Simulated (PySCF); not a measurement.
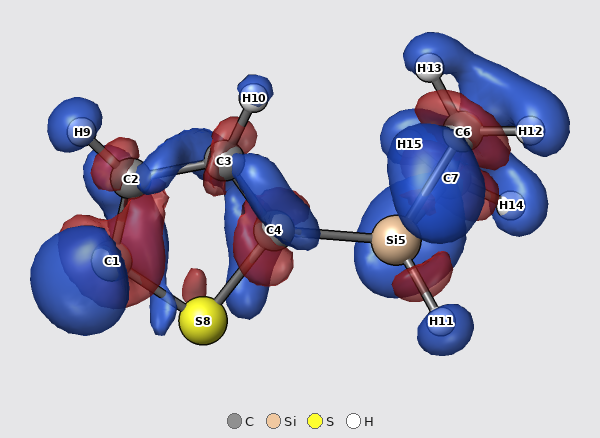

C6H7SSi, doublet, SMILES `[c]1ccc([SiH]2CC2)s1`. Fukui function f⁻ = ρ(N) − ρ(N−1) at fixed geometry, surfaces at ±0.02 e/Å³ (blue positive, red negative).

PySCF calculation, PBE/6-31G*, gas phase; geometry: GFN2-xTB. No frequency check shows the geometry to be a minimum. GFN2-xTB bond lengths at metals and heavier atoms can be off by up to 0.1 Å and shapes distorted, which carries into these values. GFN2-xTB doesn't know the spin state, so this open-shell geometry is rough.

Question: On which atoms does the density change most on removal of an electron?

Answer: f⁻ (Hirshfeld-condensed) is largest on Si5 (0.15), C1 (0.12) and S8 (0.12); the vertical ionisation energy is 8.25 eV (to the singlet cation, which needn't be its lowest state). Condensed values hint at sites of electrophilic attack but needn't mark the atom that reacts. Shares this close don't rank the sites. Orbital relaxation makes it negative in places (0.25 e in all).

Cost of the run: 4.6 min on 1 thread of Intel(R) Xeon(R) Processor @ 2.50GHz (Skylake/Cascade Lake), with other jobs on the host, peak memory 0.58 GiB.
